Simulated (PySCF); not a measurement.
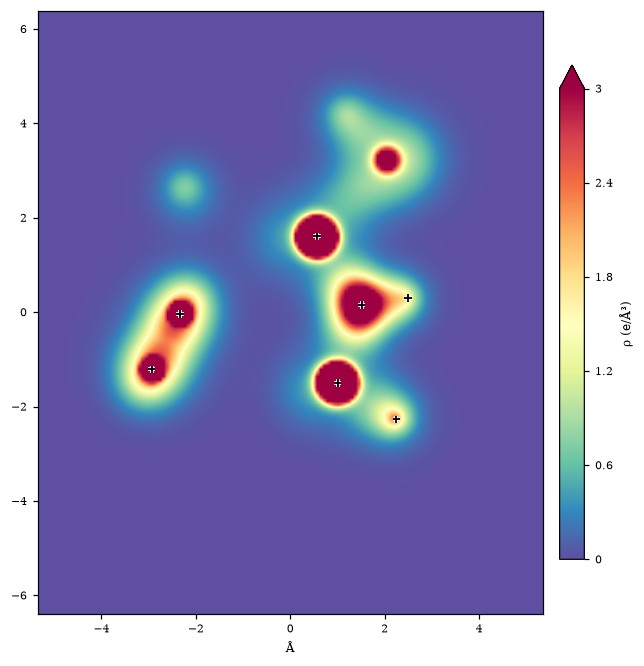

The total electron density on a plane through atoms (crosses mark nuclei in the plane).

Theory: PBE0/pcSseg-1, SCF density, gas phase, non-relativistic in PySCF 2.14.0.

Candidates:
A. C6H10O2Si (SMILES CC#C[Si](O)(O)C1CC1)
B. C5H14NPSi2

Question: Which candidate gave the map?

Answer: Candidate B: C5H14NPSi2 on the plane of atoms Si6, N8 and Si9, which holds C, Si, N and H. C–C (1.32 Å): the density is about 2.3 e/Å³ at the midpoint. Si–N (1.73 Å): ρ at the midpoint is about 1.1 e/Å³.
